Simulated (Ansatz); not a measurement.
# CCSDTQ/STO-3G run of SiPH5 (SMILES [SiH3]P)

What is the energy change on altering one bond length of SiPH5 at CCSDTQ/STO-3G? 

The results are computed with Ansatz 0.2.0.

50 further runs of the same task are left out: 50 set aside as unsound or not needed.

## 1. The structure to begin with

SiPH5: 7 atoms, total charge 0, spin state singlet. As SMILES, `[SiH3]P`. The shape is that of a GFN2-xTB optimisation.

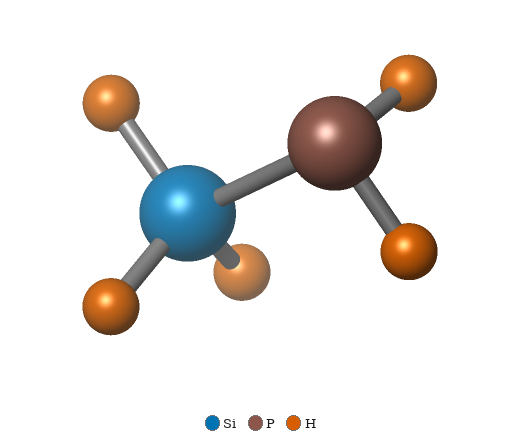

The structure, seen from a chosen angle (silicon blue, phosphorus brown, hydrogen orange).

## 2. The energy at CCSDTQ/STO-3G

The input, job.yaml:

```yaml
crystal:
  periodic: [false, false, false]
  atoms:
    - {symbol: Si, position_ang: [-0.640830, -0.361550, -0.395920]}
    - {symbol: P, position_ang: [1.061310, -0.009120, 1.007680]}
    - {symbol: H, position_ang: [-1.825500, -0.602940, 0.426340]}
    - {symbol: H, position_ang: [-0.298920, -1.544330, -1.184630]}
    - {symbol: H, position_ang: [-0.890510, 0.768910, -1.293660]}
    - {symbol: H, position_ang: [0.664680, 1.260240, 1.387120]}
    - {symbol: H, position_ang: [1.929760, 0.488790, 0.053060]}
basis:
  gaussian:
    orbitals: STO-3G
magnetization:
  spin_polarized: false
correlation:
  method: ccsdtq
  frozen_orbitals: {H: 0, P: 5, Si: 5}
accuracy: high
scf:
  omitted_lower_state_checks: [cluster_reference, increment]
```

Command:

```
$ ansatz run job.yaml --threads 1 --pin off --max-ram 2610MiB --events-out events.jsonl --progress --plain --runs-dir runs
```

Standard output, cut to the lines that bear on the results:

```text
Warning: RAYON_NUM_THREADS=1 ignored (pool sized by the plan → 1); use --threads N
Functional definition: HF
  name "HF"
[...]
414 factors; integrals over basis functions are off by at most 1.0e-8 eV
[...]
mean field -17018.66626886 eV, -625.4244497142 hartree, gradient 2.1e-8 eV, S^2 0.000000; 0 other end points of the search recorded, 0 dependent functions left out
10 core orbitals not correlated: weight in the atoms' cores, before any rotation towards them, 1.000 or more for the frozen orbitals, at most 0.000 for the correlated occupied ones
reference -17018.66626886 eV, -625.4244497142 hartree; 7, 7 occupied and 6, 6 virtual orbitals, 414 factors
second order -2.07054598 eV of doubles, -0.00000000 eV of singles
cycle   1  -2.68510678 eV  change   -6.1e-1 eV  update   6.6e-2
[...]
cycle  18  -3.04151512 eV  change   8.1e-10 eV  update   1.3e-9
Total energy: -17021.70778398 eV, -625.5362233332 hartree
Checks for a lower state left out: cluster_reference, increment
```

It took 4.5 s on 1 thread of Arm Neoverse V1, shared host; peak memory 0.11 GiB.

## 3. The distorted shape

The input, in.yaml:

```yaml
crystal:
  periodic: [false, false, false]
  atoms:
    - {symbol: Si, position_ang: [-0.726305, -0.065863, -0.198748]}
    - {symbol: P, position_ang: [0.975835, 0.286567, 1.204852]}
    - {symbol: H, position_ang: [-1.910975, -0.307253, 0.623512]}
    - {symbol: H, position_ang: [-0.298920, -1.544330, -1.184630]}
    - {symbol: H, position_ang: [-0.975985, 1.064597, -1.096488]}
    - {symbol: H, position_ang: [0.579205, 1.555927, 1.584292]}
    - {symbol: H, position_ang: [1.844285, 0.784477, 0.250232]}
basis:
  gaussian:
    orbitals: STO-3G
scf:
  omitted_lower_state_checks: [cluster_reference, increment]
correlation:
  method: ccsdtq
  frozen_orbitals: {H: 0, P: 5, Si: 5}
accuracy: high
total_charge: 0
```

Command:

```
$ ansatz run in.yaml --threads 1 --pin off --max-ram 2610MiB --events-out events.jsonl --progress --plain --runs-dir runs
```

Standard output, cut to the lines that bear on the results:

```text
Warning: RAYON_NUM_THREADS=1 ignored (pool sized by the plan → 1); use --threads N
[... 2 set-up lines as earlier in the session ...]
[...]
414 factors; integrals over basis functions are off by at most 1.3e-8 eV
[...]
mean field -17017.12797255 eV, -625.3679183676 hartree, gradient 6.0e-8 eV, S^2 0.000000; 0 other end points of the search recorded, 0 dependent functions left out
10 core orbitals not correlated: weight in the atoms' cores, before any rotation towards them, 1.000 or more for the frozen orbitals, at most 0.000 for the correlated occupied ones
reference -17017.12797255 eV, -625.3679183676 hartree; 7, 7 occupied and 6, 6 virtual orbitals, 414 factors
second order -2.29565644 eV of doubles, -0.00000000 eV of singles
cycle   1  -2.99964857 eV  change   -7.0e-1 eV  update   7.6e-2
[...]
cycle  20  -3.44058459 eV  change   9.4e-11 eV  update   1.2e-9
Total energy: -17020.56855714 eV, -625.4943575191 hartree
Checks for a lower state left out: cluster_reference, increment
```

It took 4.8 s on 1 thread of Arm Neoverse V1, shared host; peak memory 0.11 GiB.

## 4. What came out

At CCSDTQ/STO-3G, 10 core orbitals frozen:

| quantity | value |
| --- | --- |
| first shape: total energy | -625.53622 Eh |
| first shape: correlation energy (10 core orbitals frozen) | -111.8 mEh |
| first shape: T1 diagnostic | 0.005 |
| distorted shape: total energy | -625.49436 Eh |
| distorted shape: correlation energy (10 core orbitals frozen) | -126.4 mEh |
| distorted shape: T1 diagnostic | 0.006 |
| energy change with the Si1–H4 bond stretched from 1.462 to 1.828 Å | 1.139 eV |

**Reading.** With the Si1–H4 bond stretched from 1.462 to 1.828 Å the energy rises by 1.14 eV (110 kJ/mol). The first shape isn't relaxed at this level, so the change isn't measured from a minimum. The minimal basis adds a large error of its own.
